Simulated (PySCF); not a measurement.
**NEVPT2(6,6)/ccECP-cc-pVDZ (core potential) run of GeH2 (SMILES [GeH2])**

What is the vertical ionisation energy of GeH2 at NEVPT2(6,6)/ccECP-cc-pVDZ (core potential)? The job is set up through a Python script.

Program for the calculation: PySCF 2.14.0.

5 further runs of the same task are left out: 5 set aside as unsound or not needed.

### 1 The system as given

GeH2 has 3 atoms, charge 0, and is taken as a singlet. SMILES: `[GeH2]`. The coordinates come from a PBE0-D4/def2-TZVP relaxation.

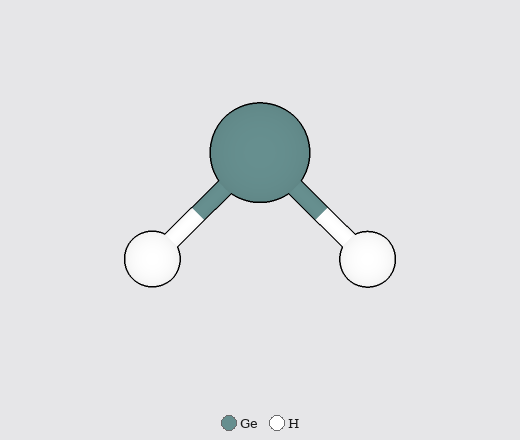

Viewed from a chosen angle; germanium teal, hydrogen white.

### 2 A single-point energy at NEVPT2(6,6)/ccECP-cc-pVDZ (core potential)

File calc.py:

```python
import numpy
from pyscf import gto, scf, mp, mcscf, mrpt

mol = gto.M(
    atom='Ge -0.570100 0.405100 -0.263700; H 0.783000 0.743600 0.509000; H -0.212900 -1.148700 -0.245300',
    basis='ccecp-cc-pvdz',
    ecp='ccecp',
    verbose=3,
    max_memory=1860,
)

mf = mol.RHF()
mf.conv_tol = 1e-10
mf.kernel()
if not mf.converged:
    mf = mf.newton().run(mf.mo_coeff, mf.mo_occ)

pt = mp.MP2(scf.addons.convert_to_uhf(mf)).run()
noons, natorbs = mcscf.addons.make_natural_orbitals(pt)
print('natural occupations', numpy.round(noons[:40], 4))
cas = mcscf.CASSCF(mf, 6, 6)
cas.fix_spin_(ss=0.0)
cas.natorb = True
cas.kernel(natorbs)
e_pt2 = mrpt.NEVPT(cas).kernel()
e_final = cas.e_tot + e_pt2
print(f'total energy: {e_final:.8f} hartree')
```

Command:

```sh
OMP_NUM_THREADS=1 python calc.py
```

The log of the run:

```text
converged SCF energy = -4.8137075308495
E(UMP2) = -4.89871446013728  E_corr = -0.0850069292877826
E(SCS-UMP2) = -4.90833712840378  E_corr = -0.0946295975542773
natural occupations [1.9785e+00 1.9706e+00 1.9609e+00 2.0500e-02 1.8100e-02 1.3100e-02
 8.0000e-03 5.0000e-03 4.9000e-03 4.6000e-03 4.5000e-03 2.7000e-03
 2.2000e-03 1.4000e-03 1.3000e-03 9.0000e-04 7.0000e-04 7.0000e-04
 6.0000e-04 3.0000e-04 2.0000e-04 1.0000e-04 1.0000e-04]
CASSCF energy = -4.86414920881997
CASCI E = -4.86414920881997  E(CI) = -7.75256429368010  S^2 = 0.0000000
Sr    (-1)',   E = -0.01919793617037
Si    (+1)',   E = -0.00000000000000
Sijrs (0)  ,   E = 0.00000000000000
Sijr  (+1) ,   E = -0.00000000000000
Srsi  (-1) ,   E = -0.00000000000000
Srs   (-2) ,   E = -0.02520238451765
Sij   (+2) ,   E = 0.00000000000000
Sir   (0)' ,   E = -0.00000000000000
Nevpt2 Energy = -0.044400320688013
total energy: -4.90854953 hartree
```

Wall time 2 s (1 thread of Arm Neoverse V1, shared host); peak memory 0.12 GiB.

### 3 The doublet cation, same level

File input.py:

```python
import numpy
from pyscf import gto, scf, mp, mcscf, mrpt

mol = gto.Mole()
mol.atom = '''
Ge    -0.570100     0.405100    -0.263700
H      0.783000     0.743600     0.509000
H     -0.212900    -1.148700    -0.245300
'''
mol.verbose = 4
mol.ecp = 'ccecp'
mol.spin = 1
mol.max_memory = 1860
mol.charge = 1
mol.basis = 'ccecp-cc-pvdz'
mol.build()

mf = mol.ROHF()
mf.conv_tol = 1e-10
mf.kernel()
if not mf.converged:
    mf = mf.newton().run(mf.mo_coeff, mf.mo_occ)

pt = mp.MP2(scf.addons.convert_to_uhf(mf)).run()
noons, natorbs = mcscf.addons.make_natural_orbitals(pt)
print('natural occupations', numpy.round(noons[:40], 4))
cas = mcscf.CASSCF(mf, 6, 5)
cas.fix_spin_(ss=0.75)
cas.natorb = True
cas.kernel(natorbs)
e_pt2 = mrpt.NEVPT(cas).kernel()
e_final = cas.e_tot + e_pt2
print('E(%s) = %.9f' % ('NEVPT2', e_final))
```

Command:

```sh
OMP_NUM_THREADS=1 python input.py
```

The log of the run:

```text
PySCF version 2.14.0

[INPUT] num. atoms = 3
[INPUT] num. electrons = 5
[INPUT] charge = 1
[INPUT] spin (= nelec alpha-beta = 2S) = 1
[INPUT] symmetry False subgroup None
[INPUT] Mole.unit = angstrom
[INPUT] Symbol           X                Y                Z      unit          X                Y                Z       unit  Magmom
[INPUT]  1 Ge    -0.570100000000   0.405100000000  -0.263700000000 AA   -1.077332863615   0.765528053061  -0.498320779048 Bohr   0.0
[INPUT]  2 H      0.783000000000   0.743600000000   0.509000000000 AA    1.479655555534   1.405200346227   0.961870597404 Bohr   0.0
[INPUT]  3 H     -0.212900000000  -1.148700000000  -0.245300000000 AA   -0.402322691920  -2.170728399288  -0.463549818356 Bohr   0.0

nuclear repulsion = 2.88841508486013
number of shells = 11
number of NR pGTOs = 69
number of NR cGTOs = 23
basis = ccecp-cc-pvdz
ecp = ccecp

[... 35 lines left out ...]
converged SCF energy = -4.49824551532091
[... 34 lines left out ...]
sorting_mo_energy = False
[... 20 lines left out ...]
1-step CASSCF converged in   3 macro ( 29 JK   8 micro) steps
[... 2 lines left out ...]
Natural orbital (expansion on meta-Lowdin AOs) in CAS space
[... 40 lines left out ...]
CASSCF energy = -4.54323386012339
[... 6 lines left out ...]
Natural orbital (expansion on meta-Lowdin AOs) in CAS space
[... 48 lines left out ...]
Nevpt2 Energy = -0.030939107891388
E(NEVPT2) = -4.574172968
```

Wall time 1.9 s (1 thread of Arm Neoverse V1, shared host); peak memory 0.12 GiB.

### 4 Summary of results

At NEVPT2(6,6)/ccECP-cc-pVDZ (core potential):

| quantity | value |
| --- | --- |
| singlet GeH2: total energy | -4.90855 Eh |
| singlet GeH2: dipole moment (Hartree–Fock density) | 0.43 D |
| singlet GeH2: HOMO energy (Hartree–Fock orbitals) | -9.15 eV |
| singlet GeH2: LUMO energy (Hartree–Fock orbitals) | 0.17 eV |
| singlet GeH2: HOMO–LUMO gap (Hartree–Fock orbitals) | 9.31 eV |
| doublet cation: total energy | -4.57417 Eh |
| vertical ionisation energy (to the doublet cation) | 9.099 eV |

**Reading.** The vertical ionisation energy comes to 9.10 eV (878 kJ/mol). Mulliken charges (singlet GeH2) of the mean-field density run from -0.14 on H2 to +0.27 on Ge1; they depend strongly on the basis. Mulliken charges (doublet cation) of the mean-field density run from +0.06 on H2 to +0.88 on Ge1.
